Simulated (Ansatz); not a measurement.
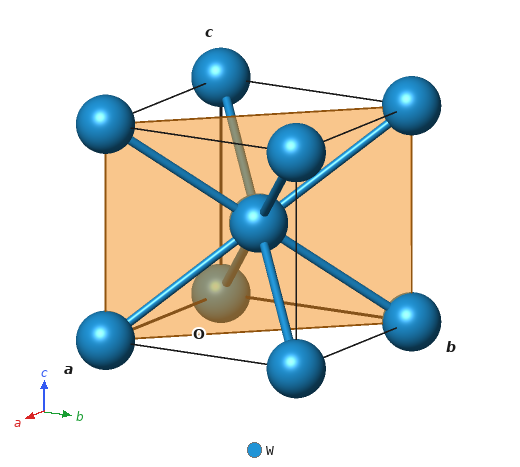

Every member of one family of equally spaced planes, hx + ky + lz = a whole number, that cuts the unit cell is shaded (one member passes through the origin O, touching the cell only at an edge or corner). Crystal: W, the geometry relaxed with Ansatz 0.2.0, DFT PBEsol, scalar-relativistic, plane waves, PAW. All values are computed from the atomic coordinates in the standard setting (tolerance 0.002 Å).

a = 3.154 Å, b = 3.154 Å, c = 3.154 Å, α = 90.00°, β = 90.00°, γ = 90.00°.

What are the Miller indices?

Answer. (1 1 0); the opposite sign names the same planes. The member next to the origin meets the axes a at 1, b at 1, c never.

What is the spacing?

Answer. d = 2.230 Å.

Which atoms of the cell lie in these planes (within 0.03 Å)?

Answer. all 2 W.
